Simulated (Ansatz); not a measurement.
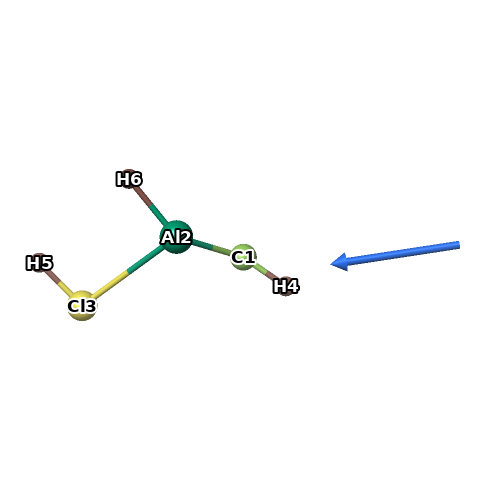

The arrow beside the molecule shows the direction of the dipole moment, from the negative to the positive end (its length means nothing). State: neutral, doublet. The computed structure is the end point of a PBE0-D4/def2-TZVP optimisation. No frequency run is at hand to confirm it as a minimum. Method: UKS PBE0-D4/def2-TZVP (Ansatz 0.2.0).

Estimate the dipole moment.

3.32 D; it points from the side of H4 to the side of H5 (the outermost atoms at the two ends).

The determinant isn't a pure spin state (⟨S²⟩ up to 1.07).
